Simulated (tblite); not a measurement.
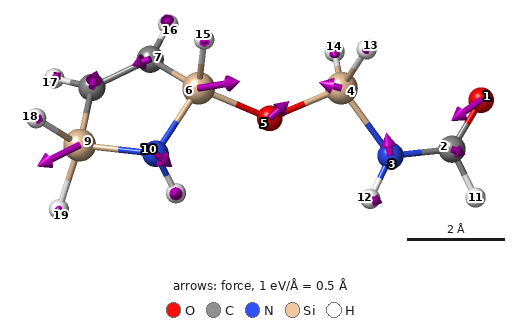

Starting geometry of C3H10N2O2Si3 with the computed forces as purple arrows. A ball-and-stick model, seen at a tilt.

These are results of tblite 0.8.0, GFN2-xTB geometry optimisation, gas phase, not measurements. 

What follows when this structure is relaxed?

Answer. It isn't relaxed: the largest force vector, on a Si atom, is 2.08 eV/Å. The final displacements have little in common with the starting forces (cosine between the two patterns 0.17). An H atom moves most after the best rigid fit: 1.16 Å. By element the largest moves are H 1.16 Å, Si 0.33 Å, O 0.33 Å, C 0.24 Å, N 0.19 Å. Among the contacts that change: O–Si 1.664 → 1.614 Å, C–Si 1.839 → 1.878 Å, O–Si 1.652 → 1.629 Å, N–Si 1.714 → 1.736 Å. Bond angles that change, for instance: Si–N–H 105.8° → 121.6°, Si–N–H 107.3° → 121.3°, Si–N–Si 105.1° → 116.7°. After 123 geometry steps the energy has fallen by 13.7 kcal/mol. Cost: 4.8 s on 1 thread of Intel(R) Xeon(R) Processor @ 2.70GHz (shared host).
